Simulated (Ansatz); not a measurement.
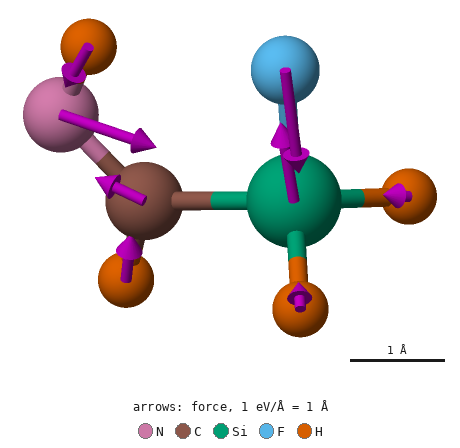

Starting geometry of CH$_{4}$FNSi with the computed forces as purple arrows. A ball-and-stick model, seen at a tilt.

The start comes from PBE-D4/def2-SVP.

All numbers below come from Ansatz, RKS PBE0-D4/def2-TZVP.

Input file:
```yaml
crystal:
  periodic: [false, false, false]
  atoms:
    - {symbol: N, position_ang: [-0.554994, 1.638085, -0.654388]}
    - {symbol: C, position_ang: [0.128949, 0.976411, 0.209532]}
    - {symbol: Si, position_ang: [0.241276, -0.919829, 0.236933]}
    - {symbol: F, position_ang: [-0.713715, -1.390033, -1.018141]}
    - {symbol: H, position_ang: [-1.022645, 0.977350, -1.309535]}
    - {symbol: H, position_ang: [0.678237, 1.571457, 0.978571]}
    - {symbol: H, position_ang: [1.638623, -1.411894, -0.009669]}
    - {symbol: H, position_ang: [-0.303530, -1.498547, 1.510897]}
basis:
  gaussian: {orbitals: def2-TZVP}
hamiltonian: {xc: pbe0, dispersion: d4}
relax: {f_tol: 0.005, max_steps: 150}
```

Launched with:
```bash
ansatz run in.yaml --threads 2 --pin off --events-out ev --progress --plain --max-ram 4352MiB
```

### Is this structure relaxed? If not, where do the atoms go?

It isn't relaxed: the largest force vector, on F4, is 1.29 eV/Å. The final displacements follow the starting forces only in part (cosine between the two patterns 0.59). The largest move after the best rigid fit is that of F4, 0.052 Å. Largest moves by element: F 0.052 Å, H 0.039 Å, N 0.019 Å, C 0.017 Å, Si 0.015 Å. Among the contacts that change: Si3–F4 1.646 → 1.601 Å, C2–H6 1.117 → 1.098 Å, Si3–H7 1.502 → 1.483 Å, C2–Si3 1.900 → 1.881 Å. After 7 geometry steps the energy has fallen by 1.48 kcal/mol. The largest force component goes from 1 to 0.0038 eV/Å.
